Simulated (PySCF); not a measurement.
C$_{7}$H$_{7}$F$_{2}$ (doublet)

```xyz
16

C    -1.9572   -0.4731   -0.4020
C    -0.7735   -0.1162    0.5267
C    -0.2416    1.2364    0.1916
C     1.0463    1.4314   -0.1782
F     1.4685    2.6737   -0.4884
C     1.9653    0.3682   -0.2433
F     3.2383    0.5881   -0.6155
C     1.5537   -0.9302    0.0884
C     0.2755   -1.1762    0.4631
H    -2.7406    0.2749   -0.3158
H    -1.6198   -0.5107   -1.4343
H    -2.3661   -1.4430   -0.1316
H    -1.1901   -0.0892    1.5482
H    -0.9192    2.0742    0.2273
H     2.2866   -1.7207    0.0379
H    -0.0337   -2.1787    0.7144
```

Geometry: GFN2-xTB.

Theory: PySCF 2.14.0, density-fitted response routines, UKS B3LYP, pcH-1 on C F H, non-relativistic, mean-field spin-orbit, GIAO.

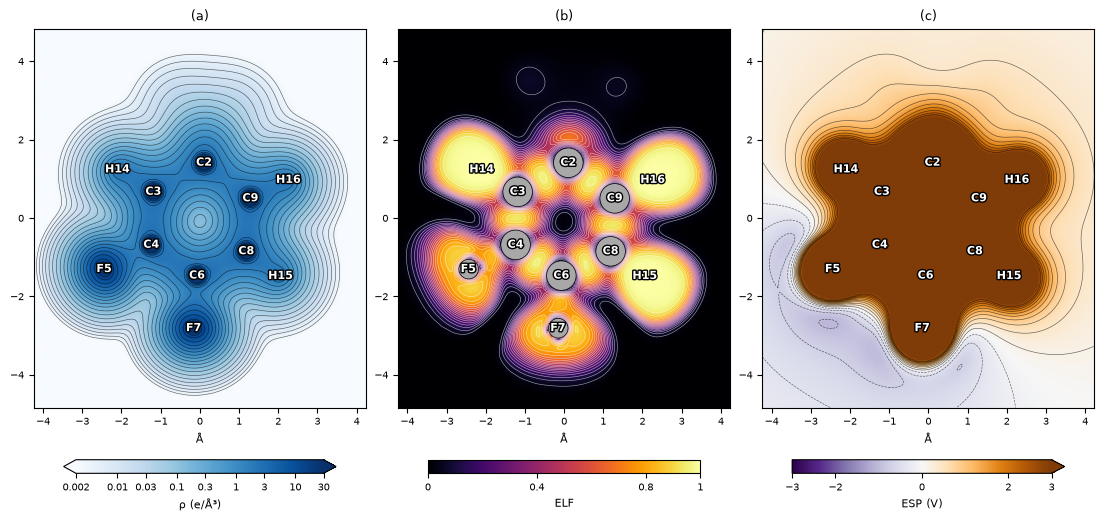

Figure 1. (a) total electron density; (b) electron localisation function; (c) molecular electrostatic potential on the plane of atoms C6, C8 and H15. Grey discs cover the atomic cores in the ELF map.

> What does the map show?

Atoms in the plane: C, F and H. C–F (1.34 Å): ρ at the midpoint is about 2.2 e/Å³, with its minimum of 1.8 e/Å³ about 0.5 Å from C; the ELF peaks at about 0.85 between the atoms, as expected for a shared but strongly polarised pair. C–C (1.35 Å): the density is about 2.2 e/Å³ at the midpoint; the ELF peaks at about 0.95 between the atoms; a covalent bond. C–H (1.08 Å): ρ at the midpoint is about 2 e/Å³; the ELF climbs to about 1 towards the hydrogen, as it does in any bond to H: an ordinary covalent bond to hydrogen. C–C (1.40 Å): ρ is about 2.1 e/Å³ halfway; the ELF peaks at about 0.95 between the atoms (localised, covalent bonding). C–C (1.49 Å): the density is about 1.7 e/Å³ at the midpoint; the ELF peaks at about 0.95 between the atoms: a covalent bond. The ELF also peaks beside F7 and F5, away from the bonds: non-bonding electrons, paired or unpaired. Outside the dense part of the molecule the potential is most negative (−1.0 V) near F5.

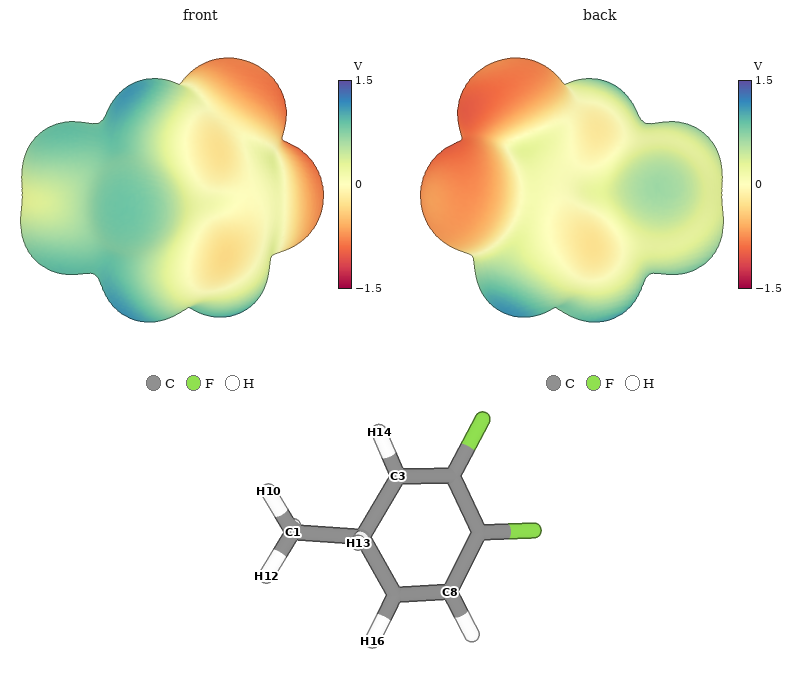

Figure 2. The electrostatic potential painted on the density surface at 0.002 e/bohr³, seen from the front and from behind; red is negative and blue positive. The bare structure is drawn below in the same view.

> Which sites attract a positive test charge, and which a negative one?

A positive charge is drawn to the negative regions and a negative charge to the positive ones. The most negative region (about −1.0 V) lies over F5 and F7, the most positive (about +1.1 V) over H14, H15 and H16.

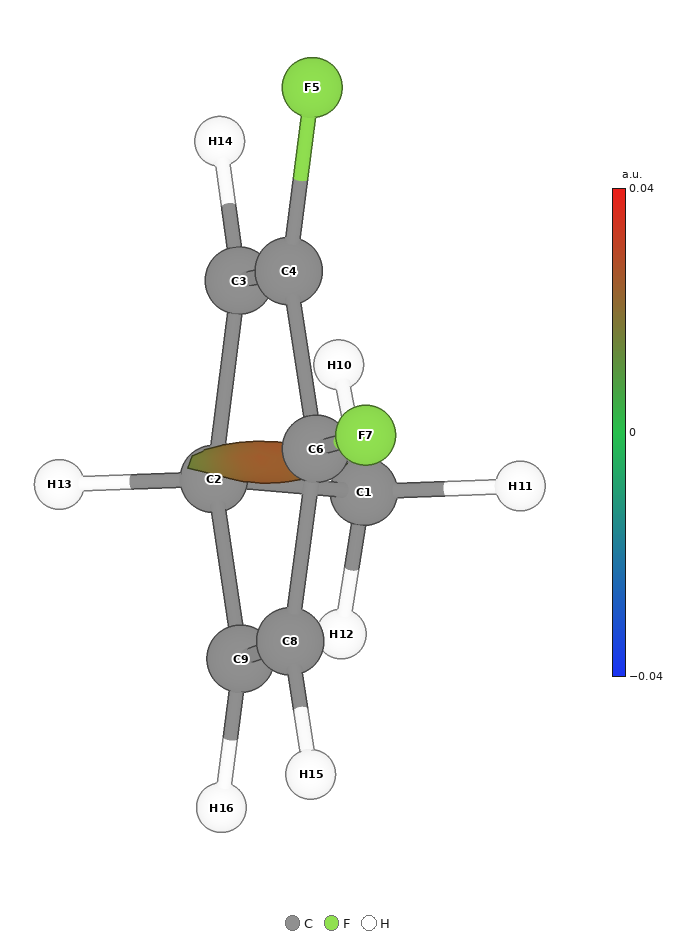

Figure 3. Non-covalent interaction (NCI) plot: the surface where the reduced density gradient is 0.5, for densities under 0.05 a.u., coloured by sign(λ₂)ρ; seen at an oblique angle.

> What holds or crowds the atoms apart from the covalent bonds?

Inside the ring or cage of C2, C3, C4, C6, C8 and C9: steric crowding (red).
